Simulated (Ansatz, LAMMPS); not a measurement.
# Electronic structure of liquid Mg44Si45Fe11 (at. %) at 1800 K (62 atoms)

What does DFT give for liquid Mg44Si45Fe11 (at. %) at 1800 K (62 atoms) as built?

Main program and level: Ansatz 0.2.0; Kohn-Sham DFT, PBEsol, PAW (set soft_2), plane waves.

### Step 1. The starting structure

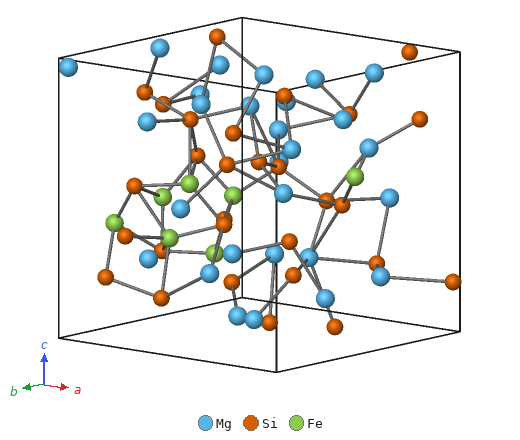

Start, viewed from a free direction; magnesium blue, silicon orange, iron green. Bonds to atoms that aren't drawn are left out. Some periodic images of atoms are drawn too.

The cell holds 62 atoms: 27 Mg, 28 Si and 7 Fe. Its edges and angles: a = 11.499 Å, b = 11.499 Å, c = 11.499 Å, α = 90.0°, β = 90.0°, γ = 90.0°. 62 atoms (27 Mg, 28 Si, 7 Fe) placed at random at 2.32 g/cm³, melted at 2000 K for 10 ps at fixed volume with the MEAM Al-Si-Mg-Cu-Fe potential (Jelinek et al., Phys. Rev. B 85, 245102 (2012)). Snapshot at the end of a hold of 10 ps at 1800 K and zero pressure.

Limits known from the start: The starting topology of bonds comes from the classical model, and needn't be the one that DFT or experiment would give. The Brillouin zone is sampled at Γ only, in a cell whose shortest periodic width is 11 Å.

### Step 2. The classical run that made the cell

A classical potential supplies the starting structure, since it reaches far longer times than DFT.

This step: classical MD, MEAM Al-Si-Mg-Cu-Fe potential (Jelinek et al., Phys. Rev. B 85, 245102 (2012)) (LAMMPS 22 Jul 2025 - Update 4).

The input, in.lmp:

```
# melt-quench of Mg27Si28Fe7
units metal
atom_style atomic
boundary p p p
region box block 0 10.9515 0 10.9515 0 10.9515
create_box 3 box
mass 1 24.3050   # Mg
mass 2 28.0850   # Si
mass 3 55.8450   # Fe
create_atoms 1 random 27 83463 NULL overlap 1.99 maxtry 2000
create_atoms 2 random 28 83470 NULL overlap 1.99 maxtry 2000
create_atoms 3 random 7 83477 NULL overlap 1.99 maxtry 2000
pair_style meam
pair_coeff * * library.meam AlS SiS MgS CuS FeS AlSiMgCuFe.meam MgS SiS FeS
neigh_modify delay 0 every 1 check yes
thermo_style custom step time temp pe press density
thermo_modify norm yes
timestep 0.002
thermo 100
min_style cg
minimize 1e-4 1e-4 200 2000
reset_timestep 0
velocity all create 2000 83464 mom yes dist gaussian
fix lim all nve/limit 0.05
fix lan all langevin 2000 2000 0.2 83465 zero yes
thermo 500
run 1000 post no
unfix lim
unfix lan
thermo 833
fix md all nvt temp 2000 2000 0.2
run 5000 post no
unfix md
thermo 833
fix md all npt temp 2000 1800 0.2 iso 0 0 2
run 2500 post no
unfix md
compute msd all msd com yes
thermo 1250
fix md all npt temp 1800 1800 0.2 iso 0 0 2
run 5000 post no
print "== T1800: mean square displacement over the hold $(c_msd[4]:%.2f) A^2"
unfix md
uncompute msd
write_dump all custom T1800.dump id type xs ys zs modify sort id
```

Run with:

```console
lmp -in in.lmp -log none -nocite
```

Numbers of over 12 decimals in the logs are rounded to 6 here.

What it wrote:

```text
LAMMPS (22 Jul 2025 - Update 4)
Created orthogonal box = (0 0 0) to (10.9515 10.9515 10.9515)
Created 27 atoms
Created 28 atoms
Created 7 atoms
   Step          Time           Temp          PotEng         Press         Density
         0   0              0             -1.6475151      202804.91      2.3180682
        39   0.078          0             -2.8025789     -1413.3564      2.3180682
Loop time of 0.0226558 s on 1 MPI rank(s) for 39 steps with 62 atoms
Minimization stats:
  Stopping criterion = energy tolerance
  Energy initial, next-to-last, final =
       -1.647515104865  -2.80247926130629  -2.80257892612616
  Force two-norm initial, final = 56.909297 3.8759141
  Iterations, force evaluations = 39 60
   Step          Time           Temp          PotEng         Press         Density
         0   0              2000          -2.8025789      11410.621      2.3180682
       500   1              2059.2727     -2.709856       30073.013      2.3180682
      1000   2              1799.4959     -2.7508868      30949.613      2.3180682
Loop time of 0.384535 s on 1 MPI rank(s) for 1000 steps with 62 atoms
   Step          Time           Temp          PotEng         Press         Density
      1000   2              1799.4959     -2.7508868      30949.613      2.3180682
      1666   3.332          1763.9478     -2.7365515      19771.926      2.3180682
      2499   4.998          1951.9839     -2.6906037      19460.711      2.3180682
      3332   6.664          2116.9685     -2.73137        30766.135      2.3180682
      4165   8.33           1819.4758     -2.7174291      38700.365      2.3180682
      4998   9.996          1889.2706     -2.6648331      34297.513      2.3180682
      5831   11.662         1788.1101     -2.7186654      29899.911      2.3180682
[... 1 line left out ...]
Loop time of 1.94913 s on 1 MPI rank(s) for 5000 steps with 62 atoms
   Step          Time           Temp          PotEng         Press         Density
[... 5 lines left out ...]
Loop time of 0.822954 s on 1 MPI rank(s) for 2500 steps with 62 atoms
   Step          Time           Temp          PotEng         Press         Density
[... 2 lines left out ...]
     10000   20             1623.6949     -2.7066462      11613.369      1.8879001
     11250   22.5           1618.4995     -2.6682435      2239.5638      1.7505025
     12500   25             2016.1399     -2.6788507     -1374.03        1.7931683
     13500   27             2008.9281     -2.7380718      11289.904      2.002671
Loop time of 1.64015 s on 1 MPI rank(s) for 5000 steps with 62 atoms
== T1800: mean square displacement over the hold 59.94 A^2
```

It took 4.9 s on 1 thread of Arm Neoverse V1, shared host; peak memory 0.079 GiB.

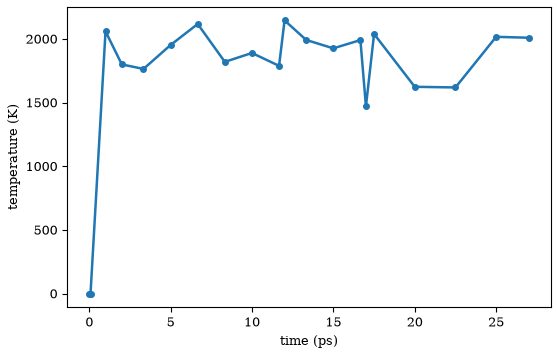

Temperature, plotted against time.

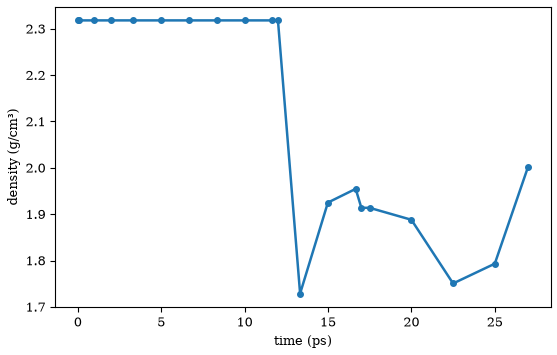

Density against time.

### Step 3. Plane-wave single point

The electrons are solved once, with the atoms held.

The input, input.yaml:

```yaml
crystal:
  lattice:
    - [11.49862, 0.0, 0.0]
    - [0.0, 11.49862, 0.0]
    - [0.0, 0.0, 11.49862]
  atoms:
    - { symbol: Mg, position: [0.31635, 0.55208, 0.2043] }
    - { symbol: Mg, position: [0.99851, 0.94446, 0.95918] }
    - { symbol: Mg, position: [0.86256, 0.82266, 0.71007] }
    - { symbol: Mg, position: [0.13624, 0.49624, 0.40559] }
    - { symbol: Mg, position: [0.77733, 0.232, 0.66272] }
    - { symbol: Mg, position: [0.13193, 0.20992, 0.20282] }
    - { symbol: Mg, position: [0.47081, 0.68006, 0.9869] }
    - { symbol: Mg, position: [0.0687, 0.59828, 0.72293] }
    - { symbol: Mg, position: [0.15079, 0.06004, 0.82264] }
    - { symbol: Mg, position: [0.91172, 0.68424, 0.99055] }
    - { symbol: Mg, position: [0.65013, 0.79562, 0.12887] }
    - { symbol: Mg, position: [0.31806, 0.10777, 0.58335] }
    - { symbol: Mg, position: [0.45122, 0.08214, 0.06312] }
    - { symbol: Mg, position: [0.86066, 0.30133, 0.95076] }
    - { symbol: Mg, position: [0.11497, 0.58436, 0.98992] }
    - { symbol: Mg, position: [0.67929, 0.44239, 0.29001] }
    - { symbol: Mg, position: [0.97851, 0.98505, 0.41806] }
    - { symbol: Mg, position: [0.71536, 0.65166, 0.78072] }
    - { symbol: Mg, position: [0.12494, 0.37115, 0.75869] }
    - { symbol: Mg, position: [0.77143, 0.16094, 0.19184] }
    - { symbol: Mg, position: [0.40806, 0.25929, 0.45932] }
    - { symbol: Mg, position: [0.01908, 0.53249, 0.21756] }
    - { symbol: Mg, position: [0.57627, 0.13337, 0.7253] }
    - { symbol: Mg, position: [0.35208, 0.35283, 0.01565] }
    - { symbol: Mg, position: [0.45155, 0.49408, 0.81121] }
    - { symbol: Mg, position: [0.60631, 0.94834, 0.93617] }
    - { symbol: Mg, position: [0.96177, 0.33834, 0.52236] }
    - { symbol: Si, position: [0.42372, 0.74856, 0.66716] }
    - { symbol: Si, position: [0.81664, 0.46399, 0.06225] }
    - { symbol: Si, position: [0.37576, 0.21529, 0.79688] }
    - { symbol: Si, position: [0.73895, 0.41687, 0.49598] }
    - { symbol: Si, position: [0.64872, 0.22549, 0.44218] }
    - { symbol: Si, position: [0.60842, 0.52339, 0.6171] }
    - { symbol: Si, position: [0.1966, 0.31489, 0.54402] }
    - { symbol: Si, position: [0.6357, 0.85207, 0.48029] }
    - { symbol: Si, position: [0.10076, 0.25492, 0.98011] }
    - { symbol: Si, position: [0.80086, 0.03827, 0.97952] }
    - { symbol: Si, position: [0.89523, 0.32938, 0.27821] }
    - { symbol: Si, position: [0.75603, 0.9535, 0.28564] }
    - { symbol: Si, position: [0.2103, 0.77982, 0.8718] }
    - { symbol: Si, position: [0.09995, 0.75561, 0.34093] }
    - { symbol: Si, position: [0.16224, 0.93585, 0.22785] }
    - { symbol: Si, position: [0.97015, 0.00243, 0.1744] }
    - { symbol: Si, position: [0.07016, 0.13123, 0.61405] }
    - { symbol: Si, position: [0.91088, 0.11314, 0.76457] }
    - { symbol: Si, position: [0.30452, 0.80102, 0.15102] }
    - { symbol: Si, position: [0.90584, 0.49138, 0.83636] }
    - { symbol: Si, position: [0.40408, 0.90892, 0.87162] }
    - { symbol: Si, position: [0.30926, 0.109, 0.2534] }
    - { symbol: Si, position: [0.18731, 0.80803, 0.53851] }
    - { symbol: Si, position: [0.2823, 0.61711, 0.76004] }
    - { symbol: Si, position: [0.50651, 0.32195, 0.18793] }
    - { symbol: Si, position: [0.43348, 0.61347, 0.40185] }
    - { symbol: Si, position: [0.42555, 0.41355, 0.59637] }
    - { symbol: Si, position: [0.40974, 0.9226, 0.3506] }
    - { symbol: Fe, position: [0.38443, 0.8883, 0.53465], spin: 2.2 }
    - { symbol: Fe, position: [0.53425, 0.019, 0.49921], spin: 2.2 }
    - { symbol: Fe, position: [0.30406, 0.64689, 0.53725], spin: 2.2 }
    - { symbol: Fe, position: [0.52589, 0.77395, 0.33426], spin: 2.2 }
    - { symbol: Fe, position: [0.30733, 0.75999, 0.35979], spin: 2.2 }
    - { symbol: Fe, position: [0.22893, 0.9666, 0.43432], spin: 2.2 }
    - { symbol: Fe, position: [0.54329, 0.69309, 0.53113], spin: 2.2 }
magnetization:
  spin_polarized: true
kpoints:
  mp_grid: { grid: [1, 1, 1] }
hamiltonian:
  xc: pbesol
scf:
  occupations: { method: gaussian, width: 0.05 }
  lower_state_search: "off"
output:
  forces: true
  stress: true
  populations: true
  dos:
    method: { smearing: { sigma: 0.15 } }
    de: 0.1
    projected: { site_lists: { Fe: [Fe], Mg: [Mg], Si: [Si] } }
  eigenvalues: true
  write_density: true
  write_potential: true
  volumetric_format: npy
```

Run with:

```console
ansatz run input.yaml --threads 8 --pin off --max-ram 15872MiB --backend cpu --events-out ev --progress --plain --runs-dir out
```

What it wrote:

```text
Engine: ansatz 0.2.0, aarch64-unknown-linux-gnu
Pseudopotentials: kind: paw
Pseudopotential: Mg, paw, valence charge 10, recommended cutoff 420 eV (normal), Mg.paw.azcp
Pseudopotential: Si, paw, valence charge 4, recommended cutoff 420 eV (normal), Si.paw.azcp
Pseudopotential: Fe, paw, valence charge 16, recommended cutoff 420 eV (normal), Fe.paw.azcp
[... 3 lines on functional and potentials left out ...]
Crystal: 62 atoms, lattice volume = 1520.328 Å³
Basis set: ecut = 420 eV, 29711 PW (Γ), exchange–correlation on 160×160×160 points (8 copies of the dense FFT grid, shifted against one another)
Bands: 317, of which v1, the nominal top of the filled ones, is band 247 counted from 1 (246 counted from 0)
Symmetry: 1 space group operations
Space group: P1 (ITA 1), of the structure as read, at distance tolerance 1.1e-4 Å
Magnetic group: BNS 1.1 (UNI 1), of the structure as read, at distance tolerance 1.1e-4 Å
k-points: 1
[... 10 lines on functional and potentials left out ...]
Initial density: superposition of atomic densities (chi_scale 0.1, normalization cell)
Starting moments: Σ|m| = 15.4 μB on 7 of 62 sites
Initial wavefunctions: pseudopotential atomic-orbital guess
Functional: x = pbesol(κ = 0.804, μ = 0.123457), c = pbesol(β = 0.046)
SCF iter   1: F=—  HF=-100186.243485 eV  |F-HF|=—  |Δ(HF+E_count)|=         —  Δρ=1.11e-1 (↑2.54e-2 ↓1.11e-1)  dr2=9.38e2  dr2_m=2.77e1  M=2.003 μB ∫|m|=4.396 μB  β_m=0.30  ethr=3.10e-3  ⟨swp⟩=6.0  Hψ=2469  notcnv=0  defer=30
preconditioner: auto → Kerker (q_TF=auto, 2.262 Å⁻¹)  [metal: Δε(μ)=0.017 eV  Ē_g=6.436 eV  σ=0.050 eV  W_gap=0.18  n_scr=304 (ndim 8)  ℏωp=14.2 eV  f_vac=0.019  D(μ)=30.90/eV (n_scr^D=178)]
spin=Collinear: Kerker preconditioning applied to the charge; magnetization (m = ρ↑ − ρ↓) channel mixes plain (no charge-response kernel on spin).
SCF iter   2: F=—  HF=-100188.740740 eV  |F-HF|=—  |Δ(HF+E_count)|=    2.50e0  Δρ=1.29e-1 (↑1.29e-1 ↓8.61e-2)  dr2=8.62e2  dr2_m=7.14e0  M=6.567 μB ∫|m|=8.316 μB  β_m=0.30  ethr=3.10e-3  ⟨swp⟩=5.5  Hψ=1422  notcnv=0  defer=113
SCF iter   3: F=—  HF=-100154.483295 eV  |F-HF|=—  |Δ(HF+E_count)|=    3.43e1  Δρ=5.80e-2 (↑2.42e-2 ↓5.80e-2)  dr2=3.68e2  dr2_m=6.14e0  M=3.211 μB ∫|m|=5.688 μB  β_m=0.30  ethr=3.10e-3  ⟨swp⟩=3.0  Hψ=1381  notcnv=0  defer=117
SCF iter   4: F=—  HF=-100147.819351 eV  |F-HF|=—  |Δ(HF+E_count)|=    6.66e0  Δρ=6.36e-2 (↑5.67e-2 ↓6.36e-2)  dr2=3.18e2  dr2_m=2.71e0  M=5.869 μB ∫|m|=7.586 μB  β_m=0.30  ethr=3.10e-3  ⟨swp⟩=3.0  Hψ=1263  notcnv=0  defer=118
SCF iter   5: F=—  HF=-100158.649767 eV  |F-HF|=—  |Δ(HF+E_count)|=    1.08e1  Δρ=8.85e-2 (↑8.85e-2 ↓7.68e-2)  dr2=8.78e2  dr2_m=1.77e0  M=4.410 μB ∫|m|=6.634 μB  β_m=0.30  ethr=3.10e-3  ⟨swp⟩=4.5  Hψ=1927  notcnv=0  defer=116
SCF iter   6: F=—  HF=-100140.179580 eV  |F-HF|=—  |Δ(HF+E_count)|=    1.85e1  Δρ=4.38e-2 (↑3.82e-2 ↓4.38e-2)  dr2=2.19e2  dr2_m=6.53e-1  M=6.844 μB ∫|m|=9.127 μB  β_m=0.30  ethr=3.10e-3  ⟨swp⟩=4.0  Hψ=1755  notcnv=0  defer=112
SCF iter   7: F=—  HF=-100136.284761 eV  |F-HF|=—  |Δ(HF+E_count)|=    3.89e0  Δρ=1.79e-2 (↑1.25e-2 ↓1.79e-2)  dr2=1.75e1  dr2_m=7.66e-1  M=7.083 μB ∫|m|=9.529 μB  β_m=0.30  ethr=3.10e-3  ⟨swp⟩=3.0  Hψ=1455  notcnv=0  defer=117
SCF iter   8: F=—  HF=-100136.750965 eV  |F-HF|=—  |Δ(HF+E_count)|=   4.66e-1  Δρ=2.58e-2 (↑1.69e-2 ↓2.58e-2)  dr2=3.30e1  dr2_m=1.45e0  M=7.894 μB ∫|m|=10.021 μB  β_m=0.30  ethr=3.10e-3  ⟨swp⟩=4.5  Hψ=1074  notcnv=0  defer=115
SCF iter   9: F=—  HF=-100137.134139 eV  |F-HF|=—  |Δ(HF+E_count)|=   3.83e-1  Δρ=3.58e-2 (↑1.56e-2 ↓3.58e-2)  dr2=7.04e1  dr2_m=1.92e0  M=9.731 μB ∫|m|=11.815 μB  β_m=1.00  ethr=3.10e-3  ⟨swp⟩=3.5  Hψ=1068  notcnv=0  defer=111
[...]
SCF iter  50: F=—  HF=-100136.392451 eV  |F-HF|=—  |Δ(HF+E_count)|=   2.80e-7  Δρ=1.62e-5 (↑8.04e-6 ↓1.62e-5)  dr2=1.13e-5  dr2_m=3.30e-7  M=11.498 μB ∫|m|=16.032 μB  β_m=0.24  ethr=4.71e-10  ⟨swp⟩=2.0  Hψ=917  notcnv=0  defer=113  recentre
SCF iter  51: F=—  HF=-100136.392450 eV  |F-HF|=—  |Δ(HF+E_count)|=   3.25e-7  Δρ=6.99e-6 (↑2.38e-6 ↓6.99e-6)  dr2=1.67e-6  dr2_m=1.43e-7  M=11.498 μB ∫|m|=16.032 μB  β_m=0.21  ethr=4.71e-10  ⟨swp⟩=2.0  Hψ=917  notcnv=0  defer=113
SCF iter  52: F=—  HF=-100136.392450 eV  |F-HF|=—  |Δ(HF+E_count)|=   2.98e-9  Δρ=5.11e-6 (↑1.07e-6 ↓5.11e-6)  dr2=6.94e-7  dr2_m=9.73e-8  M=11.498 μB ∫|m|=16.032 μB  β_m=0.21  ethr=3.37e-10  ⟨swp⟩=2.0  Hψ=543  notcnv=0  defer=113
SCF iter  53: F=—  HF=-100136.392450 eV  |F-HF|=—  |Δ(HF+E_count)|=   3.77e-8  Δρ=4.26e-6 (↑1.66e-6 ↓4.26e-6)  dr2=5.18e-7  dr2_m=6.10e-8  M=11.498 μB ∫|m|=16.032 μB  β_m=0.19  ethr=1.41e-10  ⟨swp⟩=2.0  Hψ=638  notcnv=0  defer=113
SCF iter  54: F=-100136.392450 eV  HF=-100136.392450 eV  |F-HF|=4.41e-8  |Δ(HF+E_count)|=   1.50e-8  Δρ=2.26e-6 (↑1.03e-6 ↓2.26e-6)  dr2=9.01e-8  dr2_m=3.11e-8  M=11.498 μB ∫|m|=16.032 μB  ethr=2.02e-11  ⟨swp⟩=17.5  Hψ=5033  notcnv=0
SCF 1 converged in 54 iterations: F = -100136.392450 eV  dr2 = 9.01e-8
[...]
SCF converged after 54 iterations
Magnetization: 11.4979 μB (252.7489 up, 241.2511 down)
Absolute magnetization: 16.0502 μB (∫|ρ↑−ρ↓|, with the PAW one-centre terms)
Spin contamination: 1.9640 ħ² per cell (⟨S²⟩ above its minimum at these occupations)
Per-site moments (μB) at R_I (Å): [(0.000258817, 1.127583), (0.00447262, 1.042201), (0.015203, 1.121441), (-0.020652, 1.064797), (0.0014868, 0.975952), [...]
Free energy (F): -100136.392450 eV
Harris-Foulkes:  -100136.392450 eV  (|F-HF|=4.41e-8)
Internal energy: -100136.350832 eV  (E = F + TS)
E sigma→0 (E₀):  -100136.371641 eV
Entropy (-TS):   -0.041619 eV (-0.671 meV/atom)
Fermi energy:    4.800413 eV
--- Per-component energies (eV) ---
  E_band       = -12826.555911
  E_kinetic    = 5537.174551
  E_local      = -90340.222079  (includes V_loc(G=0)·N_el)
  E_nonlocal   = 4875.398160
  E_hartree    = 36645.878729
  E_xc         = -3067.712100
  E_vxc        = -3298.313416  (∫ρ·V_xc dr)
  E_paw        = -30908.579620  (= ΣΔE_a)
  E_vpaw       = -2892.353644  (= ΣTr[D̂ρ^β])
  E_aug_tail   = 0.005930  (compensation charges beyond the density's cutoff)
  E_ewald      = -22882.021793
  E_core_change = 3.727391  (= ΣΔE_core)
  E_smearing   = -0.041619  (= −TS)
  E_closure    = -0.000000  (closes the sum)
  Σ components = -100136.392450   (vs F -100136.392450, Δ=0.00e0)
--- Forces (eV/Å), atoms counted from 1 ---
  atom   1  Mg     0.01951679    -0.02312956    -0.00944266
  atom   2  Mg     0.37288379    -0.95590388    -0.29917854
  atom   3  Mg     0.68713012     1.03301712    -0.05299115
  atom   4  Mg     1.04889351     0.11586722     1.05917256
  atom   5  Mg    -0.55727969     1.49227101    -0.94938845
  atom   6  Mg    -1.49577951     0.74890642     0.14305358
  atom   7  Mg    -0.53872529     0.33336536    -0.23203477
  atom   8  Mg    -0.63742274     1.41058756    -0.93419231
  atom   9  Mg     1.15511526     0.51744521    -0.23380267
  atom  10  Mg    -1.29561355     0.41018979    -0.04988910
  atom  11  Mg     0.62553518    -0.09291069     0.48108446
  atom  12  Mg    -0.61305855    -1.13943958     1.74961031
  atom  13  Mg    -0.60587460     0.41832771     0.24885281
  atom  14  Mg     0.37236737    -2.56063696    -1.11803494
[...]
atom  61  Fe    -0.65384590     0.40644655    -1.38609283
  atom  62  Fe     0.13463282    -0.52938131     0.99991371
  max |Σ_I F_I| component: 1.13e-4 eV/Å
--- Stress (GPa, compression-positive) ---
       -3.577395      -0.604549       0.256358
       -0.604549      -3.790620      -0.276393
        0.256359      -0.276393      -3.375572
  P = ⅓ Tr σ = -3.5812 GPa (-35.812 kbar)
--- Band table (eV) ---
  k-point 0 ↑: bands = ["-83.0517", "-82.8781", "-82.7207", "-82.6846", [... 301 levels ...], "8.1642", "8.2360", "8.2737", "8.3181", "8.3847", "8.4193", "8.4597", "8.4890", "8.5630", "8.5796", "8.6362", "8.7054"]
  k-point 0 ↓: bands = ["-80.9305", "-80.8347", "-80.6062", "-80.5879", [... 301 levels ...], "8.2649", "8.3244", "8.3371", "8.4161", "8.4519", "8.4846", "8.5044", "8.5413", "8.6385", "8.6733", "8.7247", "8.7890"]
--- Löwdin populations: 62 sites ---
  site symbol       q [e]    m [muB]
     0     Mg      9.0728     0.0018
     1     Mg      8.8490     0.0088
     2     Mg      9.4241     0.0272
[...]
61     Fe     15.7707     0.8655
  spilling = 0.016650 (of n_electrons = 494.000000)
```

It took 53 s on 8 threads of Arm Neoverse V1, shared host; peak memory 2.8 GiB; 6.8 min of CPU time.

The run gave:

| Quantity | Value |
| --- | --- |
| free energy | -100136.3925 eV |
| free energy per atom | -1615.1031 eV/atom |
| SCF cycles | 54 |
| pressure | -3.581 GPa |
| r.m.s. force component | 0.7828 eV/Å |
| longest force | 2.996 eV/Å |
| Fermi energy | 4.8 eV |
| levels partly filled by over 2 per cent | 5 |
| total moment | 11.5 μB |
| absolute moment | 16.05 μB |
| spilling of the projection | 0.01665 |

Length of the force by element:

```csv
element,coordination,atoms,mean length of the force (eV/Å),spread,least,most
Fe,all,7,1.30,0.274,0.707,1.59
Mg,all,27,1.25,0.678,0.0317,3.00
Si,all,28,1.10,0.691,0.360,2.98
```

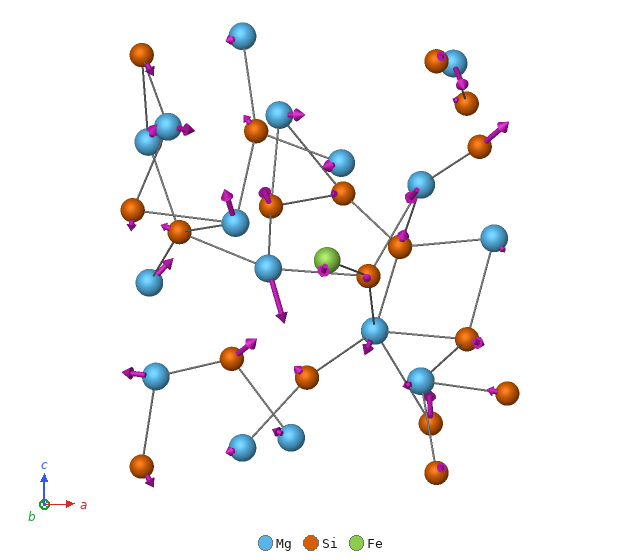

Forces as arrows; the longest in the cell is 3.00 eV/Å. Drawn is a stretch of 10 Å of the 11 Å that the cell measures along a and a slice 6 Å thick, seen along the normal of the ac plane. Bonds to atoms that aren't drawn are left out.

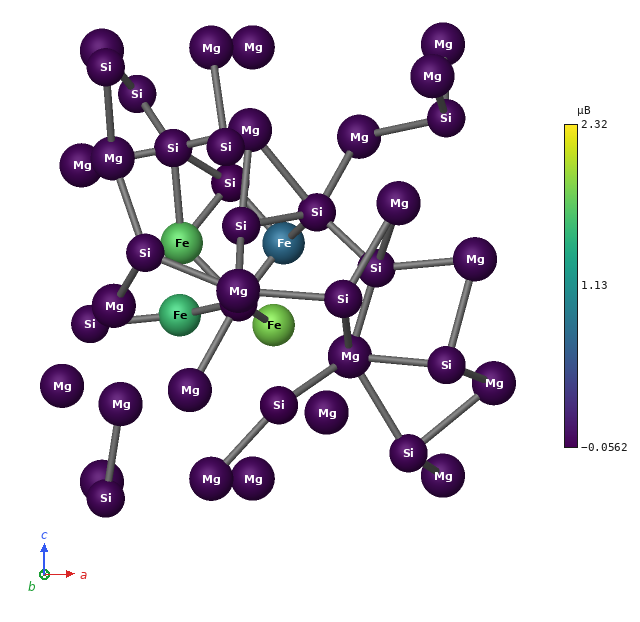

Atoms coloured by their magnetic moment. Drawn is a slice 7 Å thick, seen along the normal of the ac plane. Bonds to atoms that aren't drawn are left out.

Magnetic moments by element:

```csv
element,coordination,atoms,mean moment (μB),spread,least,most
Fe,all,7,1.71,0.438,0.778,2.32
Mg,all,27,-0.0038,0.008,-0.0207,0.0152
Si,all,28,-0.016,0.017,-0.0562,0.0108
```

(Continued in part 2 of 2.)

[Logs are printed without paths, hosts, clocks, repeated set-up lines and the standing remarks that a program may print on its own settings, such as how far it seeks lower states.]

[Hosts, paths, dates, database ids (printed as entryN), source tags and the programs' standing remarks are cut or masked in the printed files.]
